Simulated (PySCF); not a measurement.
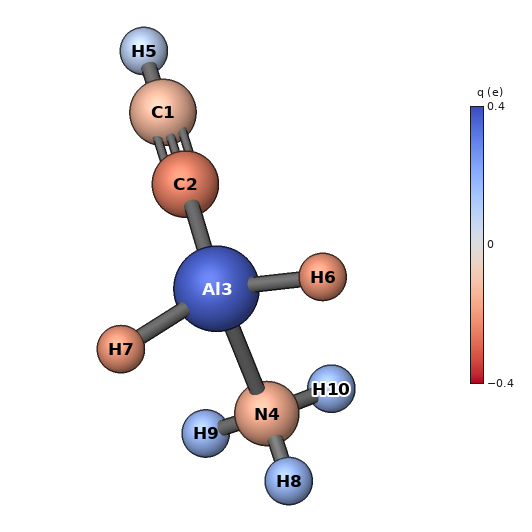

Atoms are coloured by their Hirshfeld charges. The geometry was computed by an optimisation with GFN2-xTB. No frequency run is at hand to confirm it as a minimum. Properties computed with PBE0/pcSseg-1, gas phase (PySCF 2.14.0).

Give the Hirshfeld charges atom by atom.

```
atom  value (e)
  C1      −0.13
  C2      −0.24
 Al3       0.36
  N4      −0.16
  H5       0.08
  H6      −0.20
  H7      −0.20
  H8       0.16
  H9       0.16
 H10       0.16
```

The geometry is semi-empirical. Around Al such bond lengths and angles can be off by a tenth of an ångström or more and by several degrees, and values that hang on the shape move with them.
